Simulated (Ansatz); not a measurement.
```
CELL_PARAMETERS angstrom
5.19871 0.00000 0.00000
0.00000 8.78937 0.00000
0.00000 0.00000 11.06482
ATOMIC_POSITIONS crystal
Sc 0.00000 0.00000 0.50000
Sc 0.50000 0.50000 0.00000
Pb 0.00000 0.00000 0.00000
Pb 0.50000 0.50000 0.50000
Br 0.00000 0.30251 0.50000
Br 0.50000 0.80251 0.00000
Br 0.50000 0.19749 0.00000
Br 0.00000 0.69749 0.50000
Br 0.00000 0.00000 0.26400
Br 0.50000 0.50000 0.76400
Br 0.00000 0.00000 0.73600
Br 0.50000 0.50000 0.23600
Br 0.00000 0.50000 0.00000
Br 0.50000 0.00000 0.50000
```

Space group Immm; a structure from a database of computed crystals, not necessarily the ambient phase; started from the AlCrF5-71 prototype, which need not be the ambient phase.

Computed with DFT, r2SCAN+rVV10, plane waves, PAW (Ansatz).

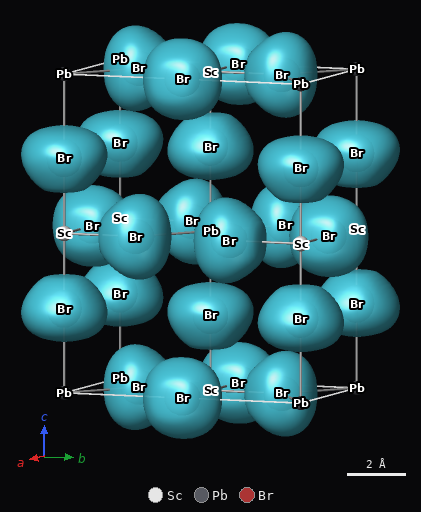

ScPbBr$_{5}$. Isosurface of the electron localisation function at 0.7 (cyan), seen slightly off an axis. Only the valence region is drawn (cores and ρ < 0.01 e/Å³ removed). Sticks mark near contacts.

In a PAW calculation such maps are meaningful between the atoms, not at the nuclei.

Question: Identify the bonds, lone pairs and shells in this picture.

Answer: The surface consists of ten regions wrapped around Br (the valence shell of each), counted in one cell of 14 atoms. Regions shared between cells count once.

Values along the shortest contacts:
Sc–Br (2.60 Å): the ELF is about 0.45 at the midpoint. Pb–Br (2.92 Å): the ELF is about 0.25 at the midpoint.
